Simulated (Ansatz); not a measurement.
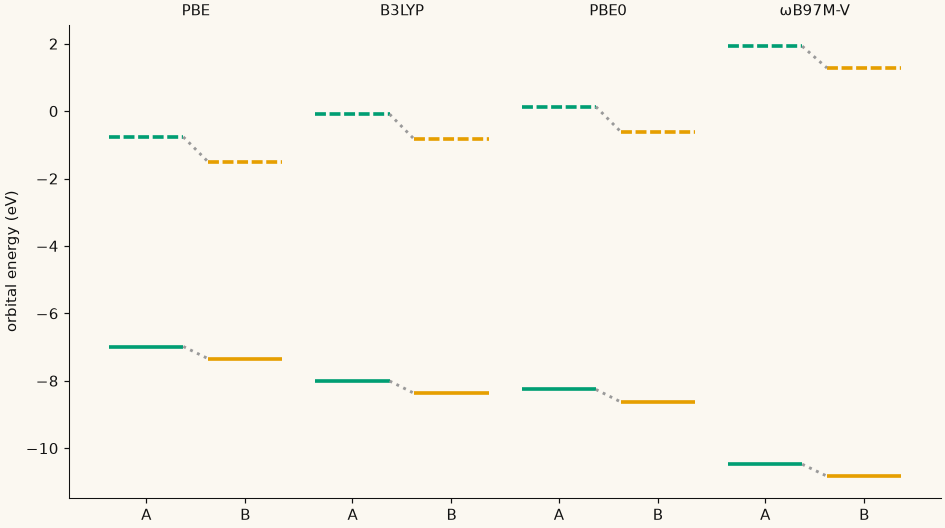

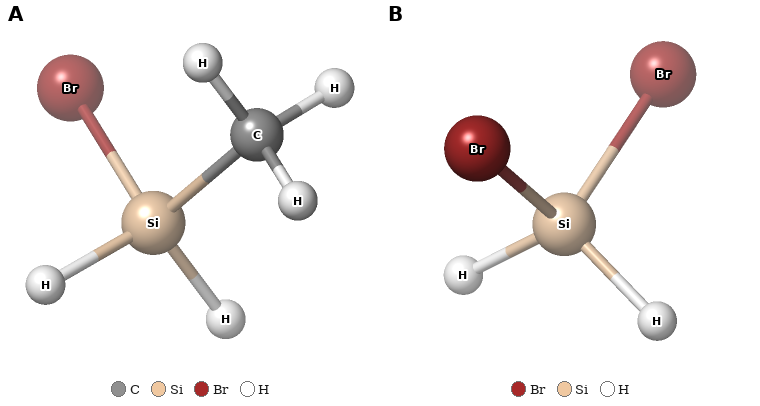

One change: A, CH₅BrSi (SMILES C[SiH2]Br), becomes B, SiH₂Br₂ (SMILES Br[SiH2]Br). CH₃ on Si is replaced by Br. HOMO (solid) and LUMO (dashed) computed in def2-TZVPP at PBE0-D4/def2-TZVP geometries, both minima by their frequencies, gas phase, the Ansatz code 0.2.0. Empty levels above zero depend strongly on the basis.

What does the change do to HOMO and LUMO?

Answer. PBE: the HOMO falls by 0.36 eV, the LUMO falls by 0.74 eV, and the separation goes from 6.22 to 5.84 eV. B3LYP: the HOMO falls by 0.37 eV, the LUMO falls by 0.75 eV, and the separation goes from 7.92 to 7.54 eV. PBE0: the HOMO falls by 0.37 eV, the LUMO falls by 0.74 eV, and the separation goes from 8.39 to 8.02 eV. ωB97M-V: the HOMO falls by 0.35 eV, the LUMO falls by 0.65 eV, and the separation goes from 12.40 to 12.11 eV.

Do the functionals agree on the effect?

Answer. They agree on the direction for both levels; the HOMO shift lies between −0.37 and −0.35 eV and the LUMO shift between −0.75 and −0.65 eV, while the separations themselves differ by up to 6.3 eV between functionals.
